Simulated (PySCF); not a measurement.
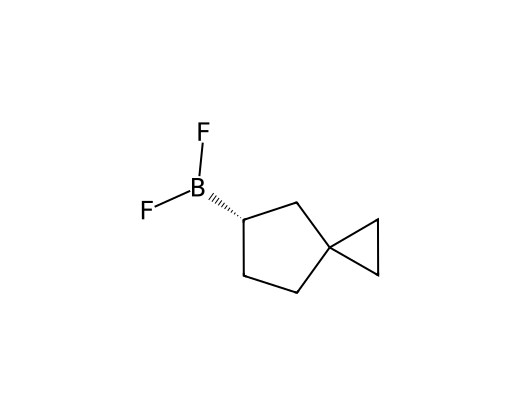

The geometry was computed by an optimisation with GFN2-xTB. No frequency run is at hand to confirm it as a minimum. Properties computed with PBE0/pcSseg-1, gas phase (PySCF 2.14.0).

Predict the main results.

The species is C7H11BF2 (`FB(F)[C@H]1CCC2(CC2)C1`).
- dipole moment: 1.87 D
- HOMO energy (Kohn–Sham orbital): −7.78 eV
- LUMO energy (Kohn–Sham orbital): 0.22 eV
- HOMO–LUMO gap: 8.00 eV

The geometry is semi-empirical. Around B such bond lengths and angles can be off by a tenth of an ångström or more and by several degrees, and values that hang on the shape move with them.
